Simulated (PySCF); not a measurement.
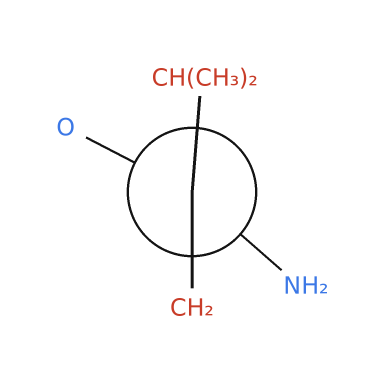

A Newman projection along the C–C bond, carbon in front; angles are drawn as computed, but eclipsed bonds slightly apart. Geometry: a frame of a GFN2-xTB molecular-dynamics simulation, not a minimum.

Which molecule is it?

Answer. C6H11NO, C=C(C(N)=O)C(C)C

What is the torsion angle from the front CH(CH3)2 to the back O? The sign is positive where the front bond must turn clockwise to cover the back bond.

Answer. −68°, synclinal (gauche).
